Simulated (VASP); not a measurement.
Band structure of SiC (zinc blende). All values below come from vdW-DF2, VASP's PBE PAW potentials (set 64) (plane waves; VASP).

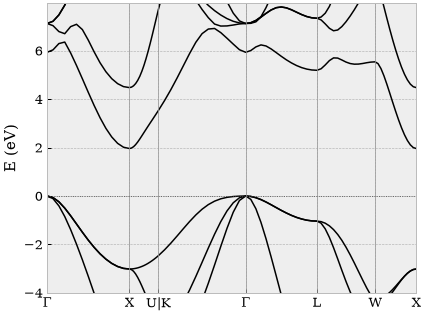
Figure: Bands along high-symmetry lines, zero at the valence-band maximum or, without a gap, the Fermi level

### Question
Read the plot: is there a gap, and where are the band edges?

### Answer
The gap is indirect, 1.96 eV, from the valence maximum at Γ to the conduction minimum at X. (Edges off the drawn lines would not show.)

Measured: gap 2.53 eV (computed value off by -0.57 eV), as given by Wei Chen et al., Physical Review Materials (2018), doi:10.1103/physrevmaterials.2.073803 [zero-point renormalisation of 0.11 eV added back (the table's ZPR column)].

The compound is SiC in the zinc blende structure. It was relaxed first.
